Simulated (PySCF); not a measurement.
C$_{7}$H$_{10}$N (doublet)

```xyz
18

N     2.7655    0.5625   -0.1358
C     1.9397   -0.5698   -0.5651
C     0.4876   -0.3652   -0.2517
C    -0.0528   -0.7861    0.9808
C    -1.3328   -0.5220    1.3327
C    -2.2605    0.2422    0.4517
C    -1.6263    0.6570   -0.8319
C    -0.3395    0.3639   -1.1315
H     2.4434    1.4113   -0.5915
H     2.6609    0.7002    0.8653
H     2.0911   -0.6892   -1.6418
H     2.3232   -1.4593   -0.0580
H     0.5834   -1.3440    1.6554
H    -1.7283   -0.8633    2.2782
H    -3.1615   -0.3592    0.2471
H    -2.6359    1.1311    0.9860
H    -2.2438    1.2100   -1.5246
H     0.0778    0.6862   -2.0770
```

Geometry: GFN2-xTB.

These are results of UKS B3LYP, pcH-1 on C H N, non-relativistic, mean-field spin-orbit, GIAO (PySCF 2.14.0, density-fitted response routines), not measurements.

Predict the electron density, electron localisation function and spin density between the atoms.

Answer. C–C (1.35 Å): the density is about 2.2 e/Å³ at the midpoint; the ELF peaks at about 0.95 between the atoms; a covalent bond.
C–C (1.41 Å): ρ at the midpoint is about 2 e/Å³; the ELF peaks at about 0.95 between the atoms (a covalent bond).
C–C (1.49 Å): ρ at the midpoint is about 1.8 e/Å³; the ELF peaks at about 0.95 between the atoms: localised, covalent bonding.
C–H (1.08 Å): the density is about 2 e/Å³ at the midpoint; the ELF climbs to about 1 towards the hydrogen, as it does in any bond to H: a covalent bond by its length.
The unpaired spin (1 electron) lies mostly on C3 (about 0.3), C5 (about 0.3) and C7 (about 0.2), in electrons by Hirshfeld's partition.

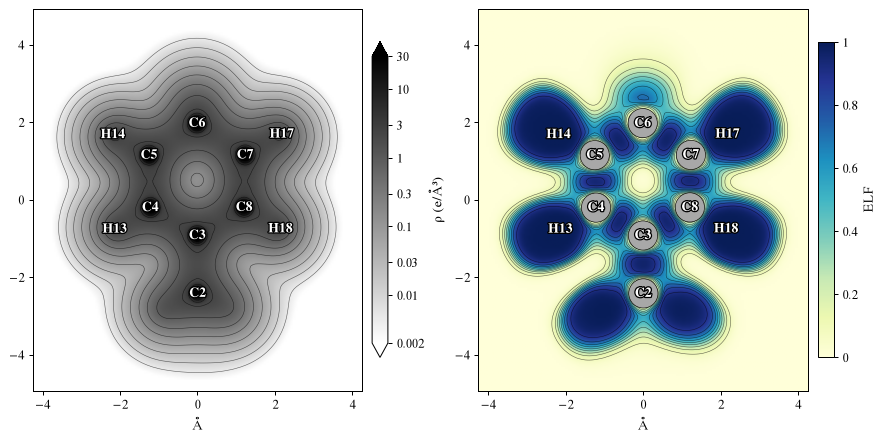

Computed electron density and electron localisation function on the plane of atoms C4, C5 and C6, in this order. Grey discs cover the atomic cores in the ELF map. 
